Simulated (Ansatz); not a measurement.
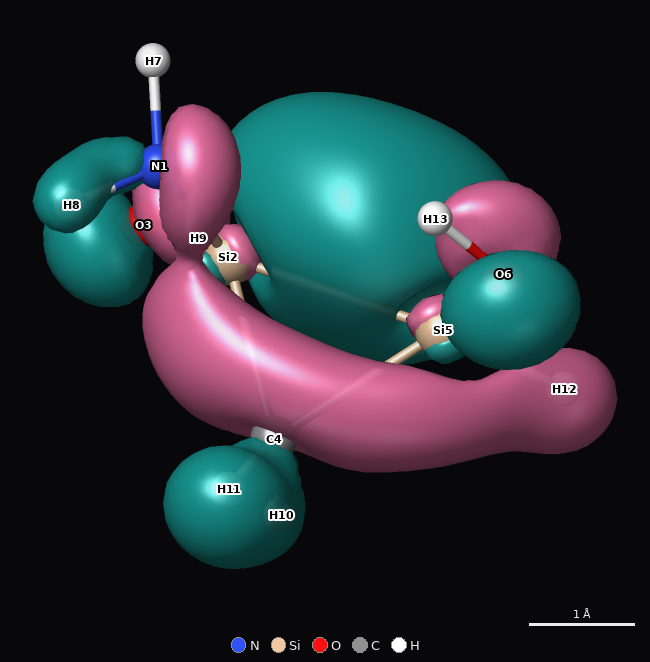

Figure. CH$_{7}$NO$_{2}$Si$_{2}$ (SMILES N[Si]1(O)C[SiH]1O). The HOMO at ±0.1 Å⁻³ᐟ² (teal and pink are the two phases), seen at an oblique angle.

The calculation used Ansatz, RKS PBE0-D4/def2-SVP.

```yaml
atoms:
  - { symbol: N, position_ang: [-1.7553, -0.4131, 0.4406] }
  - { symbol: Si, position_ang: [-0.5378, 0.1792, -0.6324] }
  - { symbol: O, position_ang: [-1.1495, 0.6100, -2.1225] }
  - { symbol: C, position_ang: [0.9989, -0.8846, -0.4248] }
  - { symbol: Si, position_ang: [1.2598, 0.7212, 0.5999] }
  - { symbol: O, position_ang: [1.0800, 0.6288, 2.2565] }
  - { symbol: H, position_ang: [-2.5529, 0.1816, 0.6425] }
  - { symbol: H, position_ang: [-2.0614, -1.3754, 0.3250] }
  - { symbol: H, position_ang: [-0.6426, 1.2704, -2.6049] }
  - { symbol: H, position_ang: [1.6738, -0.8369, -1.2979] }
  - { symbol: H, position_ang: [0.9940, -1.8987, 0.0021] }
  - { symbol: H, position_ang: [2.5061, 1.4873, 0.3310] }
  - { symbol: H, position_ang: [0.2074, 0.2955, 2.4999] }
```

**What is the character of this orbital?**

It lies mainly on Si5 (about 30 %), Si2 (about 30 %), C4 (about 15 %), O6 (about 10 %) and O3 (about 5 %). Its energy is −6.05 eV.
